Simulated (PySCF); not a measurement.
# PH3O: NMR shifts at several levels of theory, part 2 of 2

PySCF 2.14.0. Atoms count from 0. Earlier steps stand in the parts before.

## 11. Nuclear shieldings: B97-D/pcSseg-2

Job settings and geometry (Å):

```
{"job": {"kind": "nmr", "xc": "B97-D", "basis": "pcSseg-2", "pop": false}, "charge": 0, "multiplicity": 1}
O      1.243641    -0.718386     0.678252
P      0.081743    -0.044186     0.036351
H     -0.908628     0.527508     0.891148
H      0.348944     1.067965    -0.818327
H     -0.748450    -0.827191    -0.821794
```

Level: GIAO B97-D/pcSseg-2 NMR shielding, non-relativistic, gas phase.

What it wrote:

```text
coarse grid: 4576 points
cycle   1  E = -418.1812951626  dE =  3.157e-01  |g| = 1.022e+00  |ddm| = 1.608e+00
cycle   2  E = -414.7654552202  dE =  3.416e+00  |g| = 3.533e+00  |ddm| = 6.385e+00
cycle   3  E = -418.3832714600  dE = -3.618e+00  |g| = 1.393e-01  |ddm| = 6.135e+00
cycle   4  E = -418.3867245738  dE = -3.453e-03  |g| = 7.284e-02  |ddm| = 2.278e-01
cycle   5  E = -418.3881942245  dE = -1.470e-03  |g| = 1.963e-02  |ddm| = 6.147e-02
cycle   6  E = -418.3882703177  dE = -7.609e-05  |g| = 4.786e-03  |ddm| = 1.397e-02
cycle   7  E = -418.3882735475  dE = -3.230e-06  |g| = 2.107e-03  |ddm| = 2.889e-03
final grid: 39256 points
cycle   8  E = -418.3930865800  dE = -4.523e-05  |g| = 6.363e-03  |ddm| = 2.368e-02
cycle   9  E = -418.3930568146  dE =  2.977e-05  |g| = 1.355e-02  |ddm| = 1.337e-02
cycle  10  E = -418.3930920567  dE = -3.524e-05  |g| = 2.672e-03  |ddm| = 1.045e-02
cycle  11  E = -418.3930934305  dE = -1.374e-06  |g| = 7.141e-04  |ddm| = 2.189e-03
cycle  12  E = -418.3930935318  dE = -1.013e-07  |g| = 1.959e-05  |ddm| = 5.672e-04
cycle  13  E = -418.3930935318  dE = -6.008e-11  |g| = 4.018e-06  |ddm| = 1.602e-05
converged SCF energy = -418.3930935318

GIAO shielding tensors (ppm)
atom      isotropic    diamagn.    paramagn.     s11        s22        s33       span
  0 O      300.584     389.915     -89.331    151.431    375.121    375.200    223.769
  1 P      363.580     963.079    -599.499    249.412    249.443    591.884    342.472
  2 H       23.819      27.891      -4.072     20.505     21.159     29.794      9.289
  3 H       23.818      27.877      -4.059     20.504     21.158     29.792      9.288
  4 H       23.818      27.882      -4.064     20.505     21.158     29.792      9.287
```

Wall time 4.4 s (1 thread, shared host).

In short: δ O0 24.6, P1 -69.0, H2 7.58 ppm (means over like atoms).

## 12. NMR shieldings: B3LYP/pcSseg-2

Job settings and geometry (Å):

```
{"job": {"kind": "nmr", "xc": "B3LYP", "basis": "pcSseg-2", "pop": false}, "charge": 0, "multiplicity": 1}
O      1.243641    -0.718386     0.678252
P      0.081743    -0.044186     0.036351
H     -0.908628     0.527508     0.891148
H      0.348944     1.067965    -0.818327
H     -0.748450    -0.827191    -0.821794
```

Method: GIAO B3LYP/pcSseg-2 NMR shielding, non-relativistic, gas phase.

What it wrote:

```text
coarse grid: 4576 points
cycle   1  E = -418.2714263599  dE =  2.775e-01  |g| = 9.700e-01  |ddm| = 1.589e+00
cycle   2  E = -416.7356585379  dE =  1.536e+00  |g| = 2.728e+00  |ddm| = 3.649e+00
cycle   3  E = -418.4519731152  dE = -1.716e+00  |g| = 7.737e-02  |ddm| = 3.298e+00
cycle   4  E = -418.4536414323  dE = -1.668e-03  |g| = 3.166e-02  |ddm| = 1.132e-01
cycle   5  E = -418.4538816262  dE = -2.402e-04  |g| = 5.850e-03  |ddm| = 2.494e-02
cycle   6  E = -418.4538874550  dE = -5.829e-06  |g| = 1.366e-03  |ddm| = 4.510e-03
final grid: 39256 points
cycle   7  E = -418.4542501220  dE = -8.070e-06  |g| = 2.900e-03  |ddm| = 1.229e-02
cycle   8  E = -418.4542453132  dE =  4.809e-06  |g| = 5.883e-03  |ddm| = 5.162e-03
cycle   9  E = -418.4542515949  dE = -6.282e-06  |g| = 4.767e-04  |ddm| = 3.567e-03
cycle  10  E = -418.4542516446  dE = -4.970e-08  |g| = 7.598e-05  |ddm| = 4.069e-04
cycle  11  E = -418.4542516455  dE = -8.800e-10  |g| = 9.347e-06  |ddm| = 5.188e-05
converged SCF energy = -418.4542516455

GIAO shielding tensors (ppm)
atom      isotropic    diamagn.    paramagn.     s11        s22        s33       span
  0 O      307.612     390.302     -82.690    159.589    381.584    381.663    222.074
  1 P      354.460     961.369    -606.909    241.711    241.740    579.929    338.218
  2 H       24.054      27.802      -3.748     20.877     21.386     29.898      9.020
  3 H       24.052      27.789      -3.737     20.877     21.385     29.896      9.019
  4 H       24.052      27.794      -3.741     20.877     21.385     29.895      9.018
```

Run time: 2.8 s. Hardware: 1 thread, shared host.

Key values: δ O0 18.2, P1 -71.1, H2 7.34 ppm (means over like atoms).

## 13. Nuclear shieldings: PBE0/pcSseg-2

Job settings and geometry (Å):

```
{"job": {"kind": "nmr", "xc": "PBE0", "basis": "pcSseg-2", "pop": false}, "charge": 0, "multiplicity": 1}
O      1.243641    -0.718386     0.678252
P      0.081743    -0.044186     0.036351
H     -0.908628     0.527508     0.891148
H      0.348944     1.067965    -0.818327
H     -0.748450    -0.827191    -0.821794
```

Method: GIAO PBE0/pcSseg-2 NMR shielding, non-relativistic, gas phase.

What it wrote:

```text
coarse grid: 4576 points
cycle   1  E = -418.0506073152  dE =  2.565e-01  |g| = 9.022e-01  |ddm| = 1.596e+00
cycle   2  E = -417.0069497877  dE =  1.044e+00  |g| = 2.335e+00  |ddm| = 2.805e+00
cycle   3  E = -418.2120057811  dE = -1.205e+00  |g| = 5.946e-02  |ddm| = 2.418e+00
cycle   4  E = -418.2129278657  dE = -9.221e-04  |g| = 2.113e-02  |ddm| = 7.549e-02
cycle   5  E = -418.2130265644  dE = -9.870e-05  |g| = 3.359e-03  |ddm| = 1.582e-02
cycle   6  E = -418.2130284547  dE = -1.890e-06  |g| = 7.392e-04  |ddm| = 2.851e-03
final grid: 39256 points
cycle   7  E = -418.2147171637  dE = -1.567e-05  |g| = 5.363e-03  |ddm| = 1.679e-02
cycle   8  E = -418.2147057684  dE =  1.140e-05  |g| = 9.525e-03  |ddm| = 8.798e-03
cycle   9  E = -418.2147223221  dE = -1.655e-05  |g| = 1.144e-03  |ddm| = 5.847e-03
cycle  10  E = -418.2147225794  dE = -2.572e-07  |g| = 6.577e-05  |ddm| = 7.998e-04
cycle  11  E = -418.2147225802  dE = -8.290e-10  |g| = 1.377e-05  |ddm| = 5.207e-05
converged SCF energy = -418.2147225802

GIAO shielding tensors (ppm)
atom      isotropic    diamagn.    paramagn.     s11        s22        s33       span
  0 O      318.991     389.681     -70.690    166.783    395.055    395.134    228.351
  1 P      369.231     961.737    -592.506    258.787    258.817    590.088    331.301
  2 H       23.936      27.736      -3.800     20.754     21.261     29.794      9.040
  3 H       23.935      27.722      -3.788     20.753     21.260     29.792      9.039
  4 H       23.935      27.727      -3.792     20.753     21.260     29.792      9.038
```

Run time: 2.8 s. Hardware: 1 thread, shared host.

Key values: δ O0 9.2, P1 -72.7, H2 7.31 ppm (means over like atoms).

## 14. Shielding tensors: mPW1PW91/pcSseg-2

Job settings and geometry (Å):

```
{"job": {"kind": "nmr", "xc": "mPW1PW91", "basis": "pcSseg-2", "pop": false}, "charge": 0, "multiplicity": 1}
O      1.243641    -0.718386     0.678252
P      0.081743    -0.044186     0.036351
H     -0.908628     0.527508     0.891148
H      0.348944     1.067965    -0.818327
H     -0.748450    -0.827191    -0.821794
```

With the program's defaults for keys left out, this is: GIAO mPW1PW91/pcSseg-2 NMR shielding, non-relativistic, gas phase.

What it wrote:

```text
coarse grid: 4576 points
cycle   1  E = -418.2549899515  dE =  2.598e-01  |g| = 9.176e-01  |ddm| = 1.593e+00
cycle   2  E = -417.1655843302  dE =  1.089e+00  |g| = 2.377e+00  |ddm| = 2.888e+00
cycle   3  E = -418.4212610135  dE = -1.256e+00  |g| = 6.151e-02  |ddm| = 2.506e+00
cycle   4  E = -418.4222699767  dE = -1.009e-03  |g| = 2.170e-02  |ddm| = 8.018e-02
cycle   5  E = -418.4223783574  dE = -1.084e-04  |g| = 3.295e-03  |ddm| = 1.665e-02
cycle   6  E = -418.4223801936  dE = -1.836e-06  |g| = 6.158e-04  |ddm| = 2.630e-03
final grid: 39256 points
cycle   7  E = -418.4237856674  dE = -1.368e-05  |g| = 3.544e-03  |ddm| = 1.669e-02
cycle   8  E = -418.4237821764  dE =  3.491e-06  |g| = 5.621e-03  |ddm| = 5.538e-03
cycle   9  E = -418.4237878442  dE = -5.668e-06  |g| = 1.065e-03  |ddm| = 3.650e-03
cycle  10  E = -418.4237880529  dE = -2.088e-07  |g| = 3.570e-05  |ddm| = 6.908e-04
cycle  11  E = -418.4237880532  dE = -2.238e-10  |g| = 1.192e-05  |ddm| = 2.809e-05
converged SCF energy = -418.4237880532

GIAO shielding tensors (ppm)
atom      isotropic    diamagn.    paramagn.     s11        s22        s33       span
  0 O      317.129     389.738     -72.608    166.699    392.306    392.383    225.684
  1 P      366.687     961.846    -595.160    256.286    256.315    587.458    331.172
  2 H       24.022      27.790      -3.768     20.856     21.356     29.854      8.998
  3 H       24.020      27.776      -3.755     20.855     21.355     29.852      8.997
  4 H       24.020      27.780      -3.760     20.855     21.355     29.851      8.996
```

It took 2.8 s on 1 thread, shared host.

This run: δ O0 10.0, P1 -71.7, H2 7.27 ppm (means over like atoms).

## 15. Run by run: NMR shifts

Shifts (ppm), means over like atoms, with basis size and wall time (the measured row can stand on another reference than the computed rows):

```tsv
run	H2	O0	P1	functions	time
HF/pcSseg-2	6.43	-9.8	-59.1	121	1.3 s
LDA/pcSseg-2	7.98	16.9	-78.3	121	3.8 s
PBE/pcSseg-2	7.74	22.3	-75.5	121	4.3 s
BLYP/pcSseg-2	7.68	30.3	-73.7	121	4.3 s
BP86/pcSseg-2	7.70	21.7	-73.9	121	4.4 s
OPBE/pcSseg-2	7.63	18.4	-71.2	121	4.3 s
KT2/pcSseg-2	7.55	15.7	-75.3	121	4.8 s
KT3/pcSseg-2	7.42	21.4	-70.9	121	4.4 s
B97-D/pcSseg-2	7.58	24.6	-69.0	121	4.4 s
B3LYP/pcSseg-2	7.34	18.2	-71.1	121	2.8 s
PBE0/pcSseg-2	7.31	9.2	-72.7	121	2.8 s
mPW1PW91/pcSseg-2	7.27	10.0	-71.7	121	2.8 s
measured	–	–	-13.9	–	–
```

Measured: solution, H2O; S. K. Latypov et al., Phys. Chem. Chem. Phys. 2015 (author manuscript).

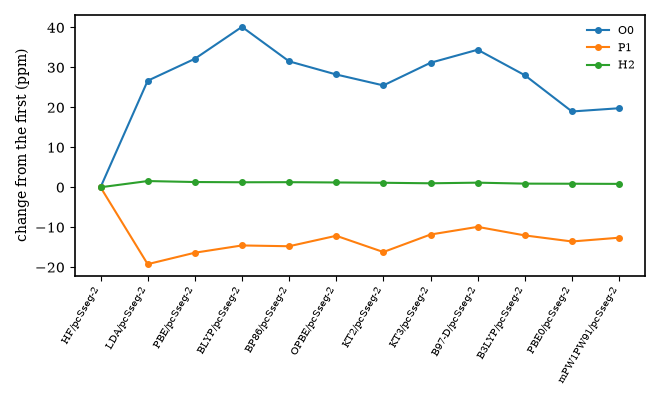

How the tabulated atoms move from run to run.

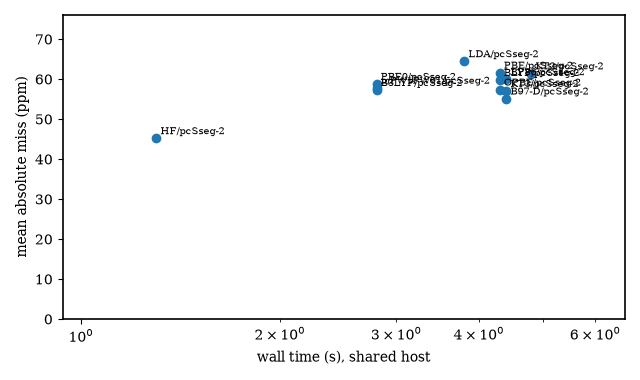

Cost against miss for the one measured 31P shift.

## 16. Outcome

This closing draws on all 2 parts.

```
                                                            quantity                     value
                                                         point group                       C3v
                                rotational constants (main isotopes)  104.57, 17.02, 17.02 GHz
1H shifts against TMS (HF/pcSseg-2, means over atoms taken as alike)                  6.43 ppm
                                17O shifts against H2O (HF/pcSseg-2)                  -9.8 ppm
                              31P shifts against H3PO4 (HF/pcSseg-2)                 -59.1 ppm
                            measured, and computed on the same scale     P1 δ -13.9, -59.1 ppm
                                            range of the shift of O0          -9.8 to 30.3 ppm
```

Single values in the summary come from the first run of each kind that ended normally (HF/pcSseg-2), which need not be the best level. The optimisation took 8 steps and gained 0.140 eV; among the close pairs (by a distance rule), P1–H4 changed most, from 1.387 to 1.428 Å. At HF/pcSseg-2: The largest span, 279 ppm, is at P1, where the paramagnetic term is -555 ppm. The one measured 31P shift is missed by -45.2 ppm (computed less measured, unscaled). Vibration, temperature and solvent are missing from the calculation, so part of the miss against the measured shifts is not the functional's. In ppm, O0 moves most: its shift spreads over 40.2 ppm, from -9.8 (HF/pcSseg-2) to 30.3 (BLYP/pcSseg-2). For the one measured 31P shift, HF/pcSseg-2 misses least (45.2 ppm, 1.3 s) and LDA/pcSseg-2 most (64.4 ppm, 3.8 s). One molecule ranks no method: errors cancel, and vibration and temperature are missing from all runs.
